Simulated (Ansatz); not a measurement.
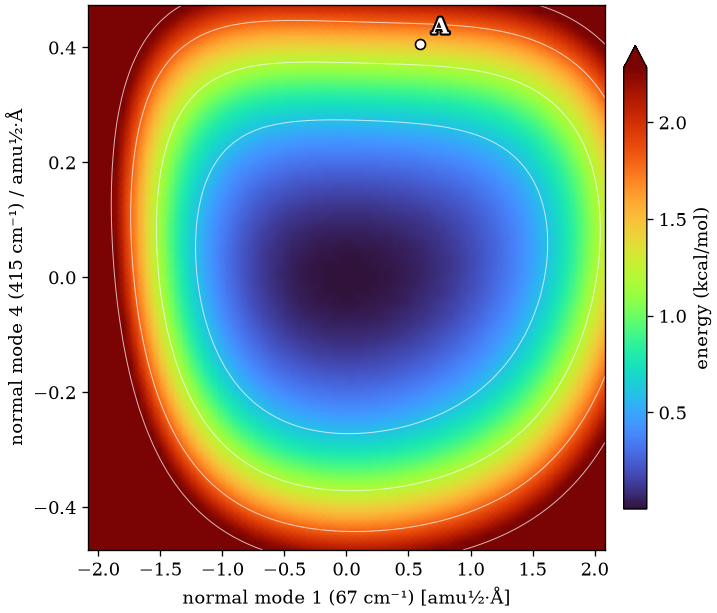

H₂OSZn, SMILES O[S][ZnH]. Coordinates scanned: (1) normal mode 1 (67 cm⁻¹); (2) normal mode 4 (415 cm⁻¹). Nothing is relaxed (straight displacements along the two mass-weighted modes). The grid has 15 × 15 points. Energies: kcal/mol, counted from the lowest grid point. The calculation used RKS PBE-D4/def2-SVP in Ansatz 0.2.0.

Drawn: a smooth colour map with a few white contour lines, one colour for all values above the top of the scale, the point A. Between grid points the surface is interpolated.

### Is A at rest? If not, where is it pushed?

A, at normal mode 1 (67 cm⁻¹) = 0.596 amu½·Å, normal mode 4 (415 cm⁻¹) = 0.407 amu½·Å, is not a stationary point. The computed force is 0.077 kcal/mol for each amu½·Å towards smaller values of normal mode 1 (67 cm⁻¹) and 8.4 kcal/mol for each amu½·Å towards smaller values of normal mode 4 (415 cm⁻¹).
